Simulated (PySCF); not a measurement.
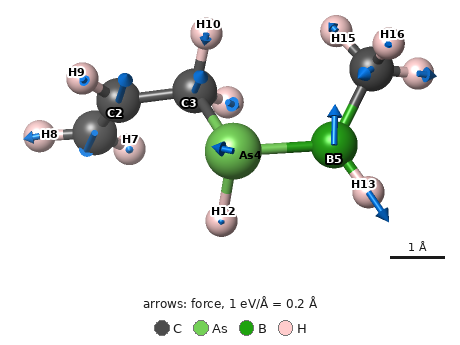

Starting geometry of C4H10AsB with the computed forces as blue arrows. A ball-and-stick model, seen at a tilt.

The start comes from GFN2-xTB. Its atoms were then displaced at random by about 0.03 Å.

Theory: PySCF 2.14.0, density-fitted response routines, PBE0-D3(BJ)/def2-SVP geometry optimisation, gas phase. 

Is this structure relaxed? If not, where do the atoms go?

Answer. It isn't relaxed: the largest force vector, on a C atom, is 5.81 eV/Å. The final displacements have little in common with the starting forces (cosine between the two patterns 0.17). The energy falls by 21.1 kcal/mol in 17 geometry steps. The largest move after the best rigid fit is that of an H atom, 0.43 Å. By element the largest moves are H 0.43 Å, As 0.19 Å, B 0.16 Å, C 0.15 Å. Near-neighbour distances that change, for instance: As–C 2.124 → 1.992 Å, B–H 1.099 → 1.212 Å, As–B 1.916 → 1.997 Å, C–C 1.261 → 1.335 Å. Among the angles between lasting bonds that change: C–As–H 91.6° → 98.8°, B–C–H 113.4° → 107.5°, H–C–H 112.7° → 117.1°. Groups turn about B–C by about 30°.
